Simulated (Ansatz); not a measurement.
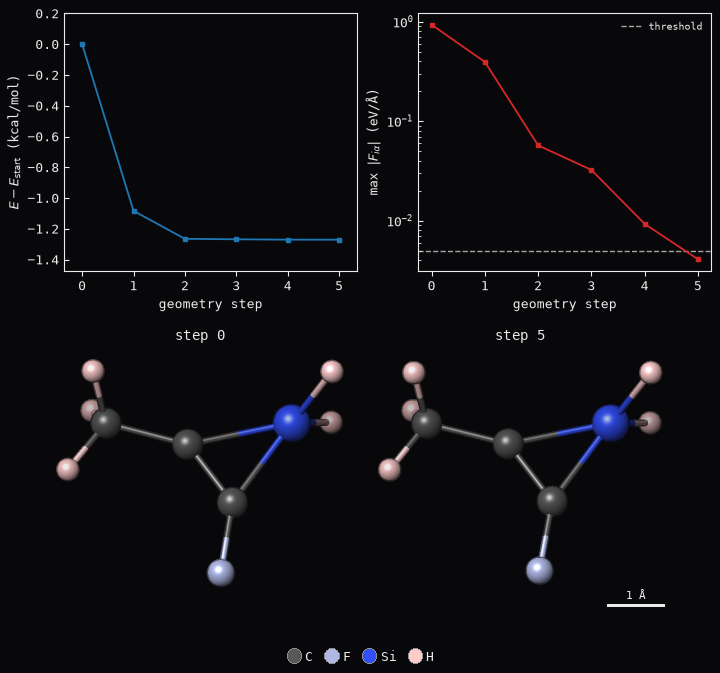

First and last geometry of a relaxation of C3H5FSi, with the history of the run. The picture is a ball-and-stick view, seen at a tilt.

The start comes from PBE-D4/def2-SVP.

Theory: RKS PBE0-D4/def2-TZVP (Ansatz 0.2.0).

Input
```yaml
crystal:
  periodic: [false, false, false]
  atoms:
    - {symbol: C, position_ang: [-1.459106, -0.604844, -0.246544]}
    - {symbol: C, position_ang: [-0.063826, -0.121891, -0.062574]}
    - {symbol: C, position_ang: [1.204093, -0.438200, -0.374859]}
    - {symbol: F, position_ang: [1.801703, -1.425177, -1.048618]}
    - {symbol: Si, position_ang: [1.182500, 1.105487, 0.595311]}
    - {symbol: H, position_ang: [-1.959933, -0.752694, 0.733206]}
    - {symbol: H, position_ang: [-2.063844, 0.143985, -0.800114]}
    - {symbol: H, position_ang: [-1.491882, -1.561890, -0.805827]}
    - {symbol: H, position_ang: [1.374600, 2.456595, -0.038470]}
    - {symbol: H, position_ang: [1.558895, 1.147529, 2.051489]}
basis:
  gaussian: {orbitals: def2-TZVP}
hamiltonian: {xc: pbe0, dispersion: d4}
relax: {f_tol: 0.005, max_steps: 150}
```

Command:
```bash
ansatz run in.yaml --threads 4 --pin off --events-out ev --progress --plain --max-ram 10444MiB
```

What do the curves and the structures tell?

Answer. It converged. The energy falls by 1.27 kcal/mol in 5 geometry steps. The largest force component goes from 0.93 to 0.0041 eV/Å. The largest move after the best rigid fit is that of F4, 0.046 Å. Largest moves by element: F 0.046 Å, H 0.035 Å, C 0.026 Å, Si 0.020 Å. Near-neighbour distances that change, for instance: C3–Si5 1.823 → 1.791 Å, C2–Si5 1.869 → 1.837 Å, Si5–H10 1.505 → 1.486 Å, C2–C3 1.344 → 1.325 Å. The run took 15 s on 4 threads of Arm Neoverse V2, on a shared host.

```
step  E − E(0), kcal/mol  largest force component, eV/Å
   0                0.00                         0.9315
   1               -1.08                         0.3937
   2               -1.26                         0.0571
   3               -1.27                         0.0323
   4               -1.27                         0.0093
   5               -1.27                         0.0041
```
